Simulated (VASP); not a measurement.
# Zr (Zirconium): the relaxed cell at several levels, part 3 of 3

Which functional gives the lattice of Zr (Zirconium) as experiment finds it, and is a dearer one worth its cost? The start is a cell from a database of measured crystal structures.

VASP 6.6.1, plane waves and PAW; the level of theory is named at each step.

Still holding for the runs below: The k-mesh is coarse for a metal.

So far. Step 5 (Relaxation with r2SCAN): It ends at 23.52 Å³/atom, +1.0 % from the start, with 0.01 GPa left. The conventional cell has a = 3.242 and c = 5.168 Å. Step 6 (Relaxation with PBE + D3(BJ)): It ends at 22.46 Å³/atom, -3.5 % from the start, with 0.06 GPa left. The conventional cell has a = 3.179 and c = 5.134 Å. Against plain PBE, the dispersion term moves a by -1.5 % and c by -1.1 %.

## (7) Relaxation with r2SCAN + rVV10

This step: r2SCAN with rVV10; plane waves and PAW (Zr_sv) (VASP 6.6.1).

LUSE_VDW switches on a nonlocal correlation term for dispersion.

INCAR

```
SYSTEM = Zr
PREC = Accurate
ENCUT = 520
EDIFF = 1E-06
NELM = 100
ISMEAR = -1
SIGMA = 0.05
LREAL = .FALSE.
ALGO = Normal
METAGGA = R2SCAN
LUSE_VDW = .TRUE.
IVDW_NL = 2
BPARAM = 11.95
CPARAM = 0.0093
LASPH = .TRUE.
NBANDS = 18
LORBIT = 11
LWAVE = .FALSE.
LCHARG = .FALSE.
KPAR = 2
IBRION = 2
NSW = 60
ISIF = 3
EDIFFG = -0.01
```

POSCAR

```
Zr
1.0
    3.2320000000      0.0000000000      0.0000000000
   -1.6160000000      2.7989941050      0.0000000000
    0.0000000000      0.0000000000      5.1470000000
Zr
2
Direct
    0.3333333333      0.6666666667      0.2500000000
    0.6666666667      0.3333333333      0.7500000000
```

KPOINTS

```
Automatic mesh
0
Gamma
8 8 5
0 0 0
```

PAW data sets: Zr_sv (PBE family, release 64).

The run is started by

```
> mpirun -np 2 vasp_std
```

The program printed:

```text
[banner, memory and clock lines left out]
running    2 mpi-ranks, on    1 nodes
[...]
|                                                                             |
|               ----> ADVICE to this user running VASP <----                  |
|                                                                             |
|     You have switched on vdW-DFT.                                           |
|     This routine was written and supplied by Jiri Klimes. We recommend      |
|     that you carefully read and cite the following publications:            |
|       J. Klimes, D.R. Bowler, A. Michelides                                 |
|          J. Phys.: Cond Matt. 22 022201 (2010)                              |
|       J. Klimes, D.R. Bowler, A. Michelides                                 |
|          Phys. Rev. B. 83, 195131 (2011)                                    |
|     and references therein.                                                 |
|                                                                             |

[...]
DAV:   3    -0.450758595219E+02    0.25959E-03   -0.15396E-03  1518   0.276E-01    0.643E-02
Total rVV10 correction in eV:      0.4316322    24.0265098
Total rVV10 correction in eV:      0.4316322    24.0265098
DAV:   4    -0.450758943891E+02   -0.34867E-04   -0.92753E-05  1364   0.530E-02    0.256E-02
Total rVV10 correction in eV:      0.4316264    24.0265098
Total rVV10 correction in eV:      0.4316264    24.0265098
DAV:   5    -0.450759219389E+02   -0.27550E-04   -0.57954E-05  1626   0.410E-02    0.956E-03
Total rVV10 correction in eV:      0.4316291    24.0265098
Total rVV10 correction in eV:      0.4316291    24.0265098
DAV:   6    -0.450759239278E+02   -0.19888E-05   -0.16319E-06   882   0.956E-03    0.219E-03
Total rVV10 correction in eV:      0.4316285    24.0265098
Total rVV10 correction in eV:      0.4316285    24.0265098
DAV:   7    -0.450759240825E+02   -0.15474E-06   -0.11433E-07   548   0.345E-03
Total rVV10 correction in eV:      0.4316288    24.0265098
Total rVV10 correction in eV:      0.4316288    24.0265098
Total rVV10 correction in eV:      0.4316281    24.0265098
Total rVV10 correction in eV:      0.4316281    24.0265098
   3 F= -.45075924E+02 E0= -.45068920E+02  d E =-.844009E-04
[...]
reached required accuracy - stopping structural energy minimisation
```

Wall time 72 s (2 MPI ranks of Intel Xeon 6975P-C (Granite Rapids), shared host); peak memory 0.53 GiB; 2.4 min of CPU time.

Parts of OUTCAR (step 7):

```text
  Total       -0.0176584     -0.0176584      0.0152097      0.0000000     -0.0000000      0.0000000
  in kB       -0.6062643     -0.6062643      0.5221925      0.0000000     -0.0000000      0.0000000
  external PRESSURE =      -0.2301121 kB  Pullay stress =       0.0000000 kB

 POSITION                                       TOTAL-FORCE (eV/Angst)
 -----------------------------------------------------------------------------------
     -0.00000      1.86693      1.28834        -0.000000      0.000000      0.000000
      1.61681      0.93346      3.86503         0.000000      0.000000      0.000000
 -----------------------------------------------------------------------------------
    total drift:                               -0.000000      0.000000     -0.000000

  FREE ENERGIE OF THE ION-ELECTRON SYSTEM (eV)
  ---------------------------------------------------
  free  energy   TOTEN  =       -45.0759240825 eV

  energy  without entropy=      -45.0619164349  energy(sigma->0) =      -45.06892026

[... 2 parts as in an earlier step ...]

[... 2 further parts left out ...]
[key lines of the parts left out:]
E-fermi :   9.0398
```

It ends at 23.33 Å³/atom, +0.2 % from the start, with -0.02 GPa left. The conventional cell has a = 3.234 and c = 5.153 Å. Against plain r2SCAN, the dispersion term moves a by -0.3 % and c by -0.3 %.

## (8) Relaxation with r2SCAN + D4

This step: r2SCAN with D4; plane waves and PAW (Zr_sv) (VASP 6.6.1).

D4 lets the coefficients depend on atomic charges too.

Changes to INCAR since step 7:

```diff
@@ -10,6 +10,7 @@
 METAGGA = R2SCAN
-LUSE_VDW = .TRUE.
-IVDW_NL = 2
-BPARAM = 11.95
-CPARAM = 0.0093
+IVDW = 13
+VDW_S6 = 1
+VDW_S8 = 0.6018749
+VDW_A1 = 0.51559235
+VDW_A2 = 5.77342911
 LASPH = .TRUE.
```

POSCAR is that of step 7.

KPOINTS is that of step 7.

The run is started by

```
> mpirun -np 2 vasp_std
```

The program printed:

```text
[... set-up lines as in an earlier step ...]
 entering main loop
       N       E                     dE             d eps       ncg     rms          rms(c)
[... 13 cycles as in an earlier step ...]
   1 F= -.45636680E+02 E0= -.45629680E+02  d E =-.456367E+02
[...]
N       E                     dE             d eps       ncg     rms          rms(c)
DAV:   1    -0.455332933764E+02   -0.26101E-01   -0.10828E+00  1128   0.103E+01    0.150E+00
DAV:   2    -0.455145545647E+02    0.18739E-01   -0.10545E-01  1228   0.275E+00    0.604E-01
DAV:   3    -0.455075571333E+02    0.69974E-02   -0.32164E-02  1574   0.130E+00    0.288E-01
DAV:   4    -0.455081771174E+02   -0.61998E-03   -0.24310E-03  1400   0.214E-01    0.124E-01
DAV:   5    -0.455086164616E+02   -0.43934E-03   -0.15684E-03  1588   0.208E-01    0.473E-02
DAV:   6    -0.455086265327E+02   -0.10071E-04   -0.50153E-05  1252   0.456E-02    0.158E-02
DAV:   7    -0.455086271076E+02   -0.57490E-06   -0.33947E-06  1002   0.143E-02
   2 F= -.45636528E+02 E0= -.45629574E+02  d E =0.151763E-03
 trial-energy change:    0.000152  1 .order    0.000083   -0.002430    0.002597
 step:   0.4631(harm=  0.4834)  dis= 0.00000  next Energy=   -45.637236 (dE=-0.556E-03)
[...]
N       E                     dE             d eps       ncg     rms          rms(c)
DAV:   1    -0.455157086788E+02   -0.70821E-02   -0.31262E-01  1128   0.551E+00    0.824E-01
DAV:   2    -0.455101144850E+02    0.55942E-02   -0.29808E-02  1212   0.147E+00    0.322E-01
DAV:   3    -0.455081128372E+02    0.20016E-02   -0.91353E-03  1526   0.694E-01    0.160E-01
DAV:   4    -0.455083139353E+02   -0.20110E-03   -0.71382E-04  1378   0.116E-01    0.671E-02
DAV:   5    -0.455084641152E+02   -0.15018E-03   -0.46593E-04  1604   0.114E-01    0.253E-02
DAV:   6    -0.455084698064E+02   -0.56912E-05   -0.13820E-05  1036   0.245E-02    0.858E-03
DAV:   7    -0.455084706823E+02   -0.87590E-06   -0.10068E-06   678   0.959E-03
   3 F= -.45637221E+02 E0= -.45630239E+02  d E =-.541303E-03
[...]
reached required accuracy - stopping structural energy minimisation
```

It took 33 s on 2 MPI ranks; peak memory 0.33 GiB.

OUTCAR, selected parts (step 8):

```text
  Edisp (eV):   -0.12875

  Total      -0.00734    -0.00734     0.01436     0.00000    -0.00000     0.00000
  in kB      -0.25119    -0.25119     0.49121     0.00000    -0.00000     0.00000
  external pressure =       -0.00 kB  Pullay stress =        0.00 kB

 POSITION                                       TOTAL-FORCE (eV/Angst)
 -----------------------------------------------------------------------------------
     -0.00000      1.86927      1.29001        -0.000000      0.000000      0.000000
      1.61883      0.93463      3.87004         0.000000     -0.000000      0.000000
 -----------------------------------------------------------------------------------
    total drift:                               -0.000000      0.000000     -0.000000

  FREE ENERGIE OF THE ION-ELECTRON SYSTEM (eV)
  ---------------------------------------------------
  free  energy   TOTEN  =       -45.6372213781 eV

  energy  without entropy=      -45.6232571766  energy(sigma->0) =      -45.63023928

[... 2 parts as in an earlier step ...]

[... 2 further parts left out ...]
[key lines of the parts left out:]
E-fermi :   9.0102
```

It ends at 23.42 Å³/atom, +0.6 % from the start, with 0.00 GPa left. The conventional cell has a = 3.238 and c = 5.160 Å. Against plain r2SCAN, the dispersion term moves a by -0.1 % and c by -0.1 %.

## (9) Relaxation with rev-vdW-DF2

This step: rev-vdW-DF2; plane waves and PAW (Zr_sv) (VASP 6.6.1).

rev-vdW-DF2 revises the exchange of vdW-DF2 for solids.

Changes to INCAR since step 8:

```diff
@@ -9,8 +9,8 @@
 ALGO = Normal
-METAGGA = R2SCAN
-IVDW = 13
-VDW_S6 = 1
-VDW_S8 = 0.6018749
-VDW_A1 = 0.51559235
-VDW_A2 = 5.77342911
+GGA = MK
+AGGAC = 0
+LUSE_VDW = .TRUE.
+PARAM1 = 0.1234
+PARAM2 = 0.711357
+ZAB_VDW = -1.8867
 LASPH = .TRUE.
```

POSCAR is that of step 8.

KPOINTS is that of step 8.

The run is started by

```
> mpirun -np 2 vasp_std
```

The program printed:

```text
[banner, memory and clock lines left out]
running    2 mpi-ranks, on    1 nodes
[...]
[... a notice as in an earlier step ...]

 [... a notice as in an earlier step ...]

 LDA part: xc-table for (Slater+PW92), standard interpolation
 POSCAR, INCAR and KPOINTS ok, starting setup
[...]
entering main loop
       N       E                     dE             d eps       ncg     rms          rms(c)
DAV:   1     0.212465085336E+03    0.21247E+03   -0.13284E+04  1080   0.132E+03
DAV:   2     0.248225158470E+01   -0.20998E+03   -0.20649E+03  1284   0.377E+02
DAV:   3    -0.128185839391E+02   -0.15301E+02   -0.15066E+02  1932   0.716E+01
DAV:   4    -0.131742518857E+02   -0.35567E+00   -0.35545E+00  1276   0.117E+01
[...]
DAV:   9    -0.124902904296E+02    0.36428E-04   -0.12567E-03  1338   0.329E-01    0.407E-02
DAV:  10    -0.124902490270E+02    0.41403E-04   -0.30158E-05  1498   0.455E-02    0.215E-02
DAV:  11    -0.124902488521E+02    0.17492E-06   -0.83653E-06  1226   0.315E-02
   1 F= -.12490249E+02 E0= -.12481644E+02  d E =-.124902E+02
[... from here on, the cycles between the ionic steps are left out ...]
   2 F= -.12491969E+02 E0= -.12483690E+02  d E =-.172012E-02
   3 F= -.12494659E+02 E0= -.12486281E+02  d E =-.441011E-02
   4 F= -.12495353E+02 E0= -.12487167E+02  d E =-.693551E-03
   5 F= -.12495428E+02 E0= -.12487331E+02  d E =-.768662E-03
[...]
reached required accuracy - stopping structural energy minimisation
```

It took 84 s on 2 MPI ranks; peak memory 0.65 GiB; 2.8 min of CPU time.

Parts of OUTCAR (step 9):

```text
  Total        0.0050665      0.0050665      0.0016587     -0.0000000      0.0000000      0.0000000
  in kB        0.1773004      0.1773004      0.0580453     -0.0000000      0.0000000      0.0000000
  external PRESSURE =       0.1375487 kB  Pullay stress =       0.0000000 kB

 POSITION                                       TOTAL-FORCE (eV/Angst)
 -----------------------------------------------------------------------------------
     -0.00000      1.84724      1.29108         0.000000     -0.000000      0.000000
      1.59975      0.92362      3.87324        -0.000000      0.000000      0.000000
 -----------------------------------------------------------------------------------
    total drift:                               -0.000000      0.000000     -0.000000

  FREE ENERGIE OF THE ION-ELECTRON SYSTEM (eV)
  ---------------------------------------------------
  free  energy   TOTEN  =       -12.4954276251 eV

  energy  without entropy=      -12.4792341901  energy(sigma->0) =      -12.48733091

[... 2 parts as in an earlier step ...]

[... 2 further parts left out ...]
[key lines of the parts left out:]
E-fermi :   9.1162
```

It ends at 22.89 Å³/atom, -1.7 % from the start, with 0.01 GPa left. The conventional cell has a = 3.200 and c = 5.164 Å.

## (10) The cells as a table

This step: relaxed cells at several levels; plane waves and PAW (VASP 6.6.1).

No new run; the numbers come from the runs before.

Lengths are those of the conventional cell; cost is the wall time of each run, as given at its step, times its ranks, without the set-up around it. Results by level, by row:

```
         level  volume (Å³/atom)  change from the start (%)  a (Å)  c (Å)  cost (core minutes)
           LDA             21.85                       -6.1  3.141  5.115                0.473
        PBEsol             22.51                       -3.3  3.181  5.138                 0.42
           PBE             23.42                        0.6  3.229  5.189                0.347
        r2SCAN             23.52                          1  3.242  5.168                  1.2
  PBE + D3(BJ)             22.46                       -3.5  3.179  5.134                 0.48
r2SCAN + rVV10             23.33                        0.2  3.234  5.153                  2.4
   r2SCAN + D4             23.42                        0.6  3.238   5.16                  1.1
   rev-vdW-DF2             22.89                       -1.7    3.2  5.164                  2.8
```

## (11) Results

```
volume, LDA            : 21.85 Å³/atom
volume, PBEsol         : 22.51 Å³/atom
volume, PBE            : 23.42 Å³/atom
volume, r2SCAN         : 23.52 Å³/atom
volume, PBE + D3(BJ)   : 22.46 Å³/atom
volume, r2SCAN + rVV10 : 23.33 Å³/atom
volume, r2SCAN + D4    : 23.42 Å³/atom
volume, rev-vdW-DF2    : 22.89 Å³/atom
```

For Zr (Zirconium) the levels give volumes between 21.85 Å³/atom (LDA) and 23.52 Å³/atom (r2SCAN), a spread of 7.6 %, while the cost of the finished runs spans a factor of 8.1. Within 1 % of experiment on every length: PBE, r2SCAN, r2SCAN + rVV10 and r2SCAN + D4. The nearest, r2SCAN + rVV10, took 6.9 times the core time of PBE and lowers the largest miss from 0.73 to 0.04 %. Thermal and zero-point expansion, often some tenths of a per cent in length, bear on this order: with the measured lengths lowered by an assumed 0.4 % the nearest is still r2SCAN + rVV10. The costs hold the number of ionic steps as well as the price of the functional. The closing table has room for seven levels; rev-vdW-DF2 stands in the table of levels alone. Adding D3(BJ) to PBE changes the volume by -4.1 % (a by -1.5 % and c by -1.1 %). Adding rVV10 to r2SCAN changes the volume by -0.8 % (a by -0.3 % and c by -0.3 %). Adding D4 to r2SCAN changes the volume by -0.4 % (a by -0.1 % and c by -0.1 %). Pairwise corrections of the D and TS kind ignore the screening in a metal, so they may overbind here. Within 0.02 Å all end in space group P6_3/mmc; the runs can't lower the symmetry of the start. The k-sampling is coarse for a metal, so the Fermi level, pressures and the shape of the cell carry errors. Each is a single relaxation on the plane waves of the start cell, so larger changes of volume carry a basis-set error that was not tested here.

Calculation against experiment:

| quantity | measured | LDA | PBEsol | PBE | r2SCAN | PBE + D3(BJ) | r2SCAN + rVV10 | r2SCAN + D4 |
| --- | --- | --- | --- | --- | --- | --- | --- | --- |
| lattice constant a (Å) | 3.2349 | 3.141 (-2.9 %) | 3.181 (-1.7 %) | 3.229 (-0.2 %) | 3.242 (+0.2 %) | 3.179 (-1.7 %) | 3.234 (-0.0 %) | 3.238 (+0.1 %) |
| lattice constant c (Å) | 5.1512 | 5.115 (-0.7 %) | 5.138 (-0.3 %) | 5.189 (+0.7 %) | 5.168 (+0.3 %) | 5.134 (-0.3 %) | 5.153 (+0.0 %) | 5.160 (+0.2 %) |

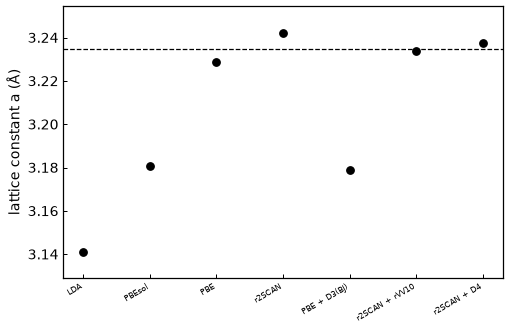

The lattice constant a by level; the dashed line is the measured value.

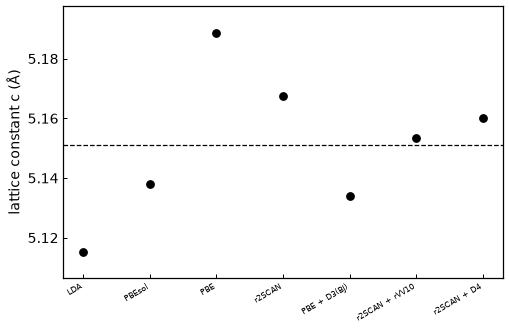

The lattice constant c by level; the dashed line is the measured value.

Measured values from arxiv:1701.02117 (2017).

**Verdict.** For the lattice constant a, of the levels listed nearest comes r2SCAN + rVV10 (-0.0 %, good agreement) and farthest LDA (-2.9 %, a clear miss). For the lattice constant c, of the levels listed nearest comes r2SCAN + rVV10 (+0.0 %, good agreement) and farthest PBE (+0.7 %, good agreement). The grades are ours: good and fair within 0.7 and 1.5 % for the lattice constant a and 0.8 and 2 % for the lattice constant c. For lattice constants the calculation has a static lattice, without zero-point motion or thermal expansion (measured at up to 300 K).

[Lines on the potential files, build, host, timing and source positions are cut from VASP's logs without a mark.]

[Logs are printed without paths, hosts, clocks, repeated set-up lines and the standing remarks that a program may print on its own settings, such as how far it seeks lower states.]

[Hosts, paths, dates, database ids (printed as entryN), source tags and the programs' standing remarks are cut or masked in the printed files.]

[Measured values are set beside computed ones only where the two were judged alike; some that the calculation misses by far are left out.]
